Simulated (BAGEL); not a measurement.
# singlet BNH2Cl+, step by step

Aim: a single-point energy (singlet BNH2Cl+, HF/def2-SVP), then a single-point energy (doublet BNH2Cl, NEVPT2(3,3)/def2-SVP), then the energy (doublet BNH2Cl, CASPT2(3,3)/def2-SVP) of BClH2N. 

Program for the calculation: BAGEL 1.2.2.

2 further runs of the same task are left out: 2 set aside as unsound or not needed.

**1. Starting point**

BNH2Cl+ has 5 atoms, charge +1, and is taken as a singlet. SMILES of the parent species: `N[B]Cl`. One bond was lengthened or shortened from a relaxed shape. That shape belongs to the parent species and isn't relaxed for this state.

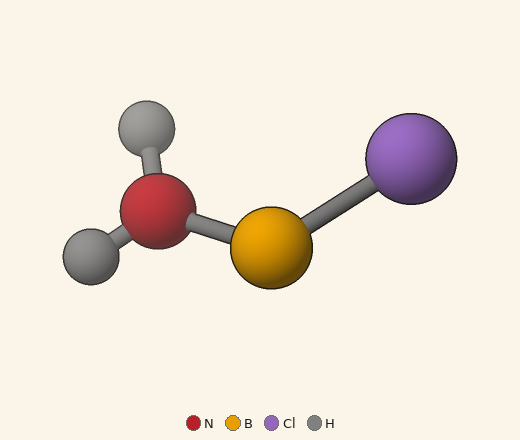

The structure, seen from a chosen angle (nitrogen red, boron amber, chlorine purple, hydrogen grey).

**2. A single-point energy at HF/def2-SVP (density fitting with svp-jkfit) (run 1)**

input.json

```json
{ "bagel": [

{
  "title": "molecule",
  "basis": "svp",
  "df_basis": "svp-jkfit",
  "geometry": [
    { "atom": "N", "xyz": [    -0.87011872,     0.93408595,    -0.48974331 ] },
    { "atom": "B", "xyz": [    -0.42489925,    -0.87381503,     1.32647247 ] },
    { "atom": "Cl", "xyz": [     2.29932993,    -2.72877019,     1.47802850 ] },
    { "atom": "H", "xyz": [    -2.22364073,     1.81394811,    -0.51608420 ] },
    { "atom": "H", "xyz": [     0.35782531,     1.33659762,    -1.89551058 ] }
  ]
},

{ "title": "hf", "charge": 1 },

{ "title": "print", "file": "orbitals.molden", "orbitals": true }

]}
```

Run with:

```sh
$ BAGEL_NUM_THREADS=1 BAGEL input.json > input.out
```

The log of the run:

```text
* using 1 threads per process

  ===============================================================
  ===============================================================

  *** Geometry ***

  { "atom" : "N", "xyz" : [     -0.870119,      0.934086,     -0.489743 ] },
  { "atom" : "B", "xyz" : [     -0.424899,     -0.873815,      1.326472 ] },
  { "atom" : "Cl", "xyz" : [      2.299330,     -2.728770,      1.478028 ] },
  { "atom" : "H", "xyz" : [     -2.223641,      1.813948,     -0.516084 ] },
  { "atom" : "H", "xyz" : [      0.357825,      1.336598,     -1.895511 ] },

  Number of auxiliary basis functions:      316

  Since a DF basis is specified, we compute 2- and 3-index integrals:
    o Being stored without compression. Storage requirement is 0.008 GB

  Number of basis functions:       56
  Number of electrons      :       31

    * METHOD: MOLECULE                             0.08

  *** RHF ***

  === Nuclear Repulsion ===
    78.4699618657

      * DIIS with orbital gradients will be used.

  === RHF iteration (svp) ===
      0       -539.16258183          0.02287723           0.02
      1       -539.25959247          0.01438099           0.02
      2       -539.29367027          0.00185680           0.02
[... 10 lines of this table left out ...]
     13       -539.29516937          0.00000001           0.02
    * SCF iteration converged.

    * Permanent dipole moment:
           (    1.435262,    -0.984201,     0.088217) a.u.

    * METHOD: HF                                   0.34

    * METHOD: PRINT                                0.01

  ===============================================================
```

Wall time 0.56 s (1 thread of Arm Neoverse V1, shared host); peak memory 0.084 GiB.

**3. Doublet neutral BNH2Cl: the energy at NEVPT2(3,3)/def2-SVP (density fitting with svp-jkfit) (run 2)**

calc.json

```json
{ "bagel": [

{
  "title": "molecule",
  "basis": "svp",
  "df_basis": "svp-jkfit",
  "geometry": [
    { "atom": "N", "xyz": [ -0.87011872,  0.93408595, -0.48974331 ] },
    { "atom": "B", "xyz": [ -0.42489925, -0.87381503,  1.32647247 ] },
    { "atom": "Cl", "xyz": [  2.29932993, -2.72877019,  1.47802850 ] },
    { "atom": "H", "xyz": [ -2.22364073,  1.81394811, -0.51608420 ] },
    { "atom": "H", "xyz": [  0.35782531,  1.33659762, -1.89551058 ] }
  ]
},
{
  "title": "hf",
  "charge": 1
},
{
  "title": "casscf",
  "nstate": 1,
  "nact": 3,
  "nclosed": 14,
  "nspin": 1,
  "active": [10, 16, 36],
  "maxiter": 200,
  "natocc": "true"
},
{
  "title": "nevpt2",
  "nstate": 1,
  "nact": 3,
  "nclosed": 14,
  "nspin": 1,
  "active": [10, 16, 36],
  "maxiter": 200,
  "natocc": "true",
  "ncore": 7
},
{
  "title": "print",
  "file": "orbitals.molden",
  "orbitals": "true"
}

]}
```

Run with:

```sh
$ BAGEL_NUM_THREADS=1 BAGEL calc.json > calc.out
```

The log of the run:

```text
* using 1 threads per process

  ===============================================================
  ===============================================================

  *** Geometry ***

[... 29 lines left out ...]
    * SCF iteration converged.
[... 1 line left out ...]
    * Permanent dipole moment:
[... 28 lines left out ...]
    * Second-order optimization converged. *
[... 13 lines left out ...]
     * ci vector, state   0, <S^2> = 0.7500
[... 3 lines left out ...]
    * METHOD: CASSCF                               1.28

    * freezing 7 orbitals

  === DF-NEVPT2 calculation ===

    * 3-index integral transformation done
    * assembly done

      NEVPT2 correlation energy:   -0.3465403552      0.05

          (+0)     -0.2563947632
          (+0)'    -0.0246386587
          (+1)     -0.0093880433
          (+1)'    -0.0002288995
          (+2)     -0.0001824255
          (-1)     -0.0456657357
          (-1)'    -0.0004065206
          (-2)     -0.0096353088

      NEVPT2 total energy:       -539.9549454973

    * METHOD: NEVPT2                               0.09

    * METHOD: PRINT                                0.01

  ===============================================================
```

It took 1.9 s on 1 thread of Arm Neoverse V1, shared host; peak memory 0.14 GiB.

**4. Doublet neutral BNH2Cl: a single-point energy at CASPT2(3,3)/def2-SVP (density fitting with svp-jkfit) (run 3)**

job.json

```json
{ "bagel" : [

{
  "title" : "molecule",
  "basis" : "svp",
  "df_basis" : "svp-jkfit",
  "geometry" : [
    { "atom" : "N", "xyz" : [ -0.87011872,  0.93408595, -0.48974331 ] },
    { "atom" : "B", "xyz" : [ -0.42489925, -0.87381503,  1.32647247 ] },
    { "atom" : "Cl", "xyz" : [  2.29932993, -2.72877019,  1.47802850 ] },
    { "atom" : "H", "xyz" : [ -2.22364073,  1.81394811, -0.51608420 ] },
    { "atom" : "H", "xyz" : [  0.35782531,  1.33659762, -1.89551058 ] }
  ]
},
{
  "title" : "hf",
  "charge" : 1
},
{
  "title" : "casscf",
  "nstate" : 1,
  "nact" : 3,
  "nclosed" : 14,
  "charge" : 0,
  "nspin" : 1,
  "active" : [10, 16, 36],
  "maxiter" : 200,
  "natocc" : true
},
{
  "title" : "print",
  "file" : "orbitals.molden",
  "orbitals" : true
},
{
  "title" : "smith",
  "method" : "caspt2",
  "ms" : true,
  "xms" : true,
  "sssr" : true,
  "shift" : 0.2,
  "shift_imag" : true,
  "ncore" : 7
}

]}
```

Run with:

```sh
$ BAGEL_NUM_THREADS=1 BAGEL job.json > job.out
```

The log of the run:

```text
* using 1 threads per process

  ===============================================================
  ===============================================================

  *** Geometry ***

[... 31 lines left out ...]
    * Permanent dipole moment:
[... 42 lines left out ...]
     * ci vector, state   0, <S^2> = 0.7500
[... 21 lines left out ...]
       #      aibj      arbs      arbi      airj      risj      airs      arst      rist         Etot      error   time
[... 10 lines left out ...]
      ------------------------------------------------------------------------------------------------------------------

    * CASPT2 energy : state  0     -539.9620969263
        w/o shift correction       -539.9602480280
        reference weight              0.8943085282

    * METHOD: SMITH                                0.23

  ===============================================================
```

Wall time 2.1 s (1 thread of Arm Neoverse V1, shared host); peak memory 0.14 GiB.

**5. Results**

| quantity | value |
| --- | --- |
| run 1, HF/def2-SVP: total energy | -539.29517 Eh |
| run 1, HF/def2-SVP: HOMO energy | -18.76 eV |
| run 1, HF/def2-SVP: LUMO energy | -7.06 eV |
| run 1, HF/def2-SVP: HOMO–LUMO gap | 11.70 eV |
| doublet neutral BNH2Cl, run 2: total energy | -539.95495 Eh |
| doublet neutral BNH2Cl, run 3: total energy | -539.96210 Eh |
